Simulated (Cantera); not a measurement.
Charge: 1 mol PbO, 0.037 mol O2, 4.5 mol N2, at 0.203 Torr.

Cantera equilibrium calculation (NASA polynomials, part measured and part estimated; ideal gas, pure solids and liquids). Candidate condensed phases: Pb, PbO, PbO2, Pb3O4; 12 gas species. Kinetics and transport are ignored.

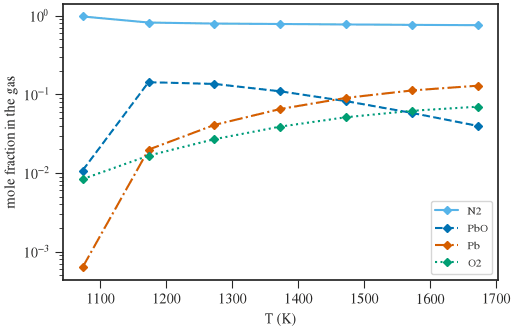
Fig. 1. Equilibrium gas composition (values under 1e-9 drawn at 1e-9)

### Question
Read off the mole fractions at 1273 K.

### Answer
N2 about 0.80, PbO about 0.14, Pb about 0.041, O2 about 0.027.
